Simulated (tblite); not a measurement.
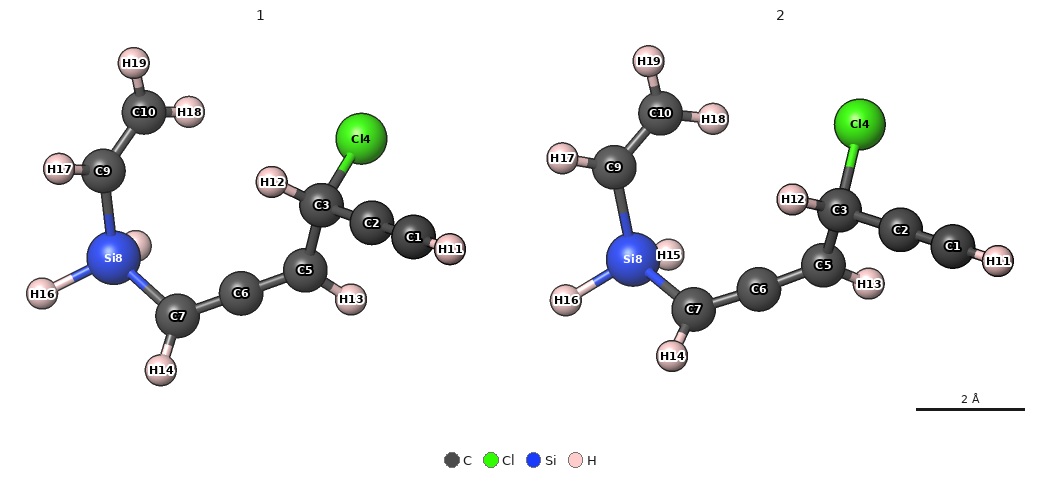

Two geometries of C8H9ClSi, drawn at one scale. One is the start of a relaxation, the other its converged end. Style: ball-and-stick. Shown at a tilt.

Method: GFN2-xTB geometry optimisation, gas phase in tblite. 

Which one is relaxed?

Structure 2 is the relaxed one. The energy falls by 0.510 eV in 124 geometry steps. The largest moves after the best rigid fit, 0.72 Å, are those of Cl4 and H11. By element the largest moves are H 0.72 Å, Cl 0.71 Å, C 0.47 Å, Si 0.14 Å. Some distances before and after: C7–Si8 1.817 → 1.901 Å, Si8–C9 1.836 → 1.886 Å, C3–Cl4 1.793 → 1.834 Å, Si8–H15 1.490 → 1.466 Å. Among the angles between lasting bonds that change: C6–C5–H13 117.7° → 121.4°, C7–Si8–C9 112.2° → 108.6°, H15–Si8–H16 107.6° → 111.1°. Cost: 1.1 s on 1 thread of Arm Neoverse V2 (shared host).
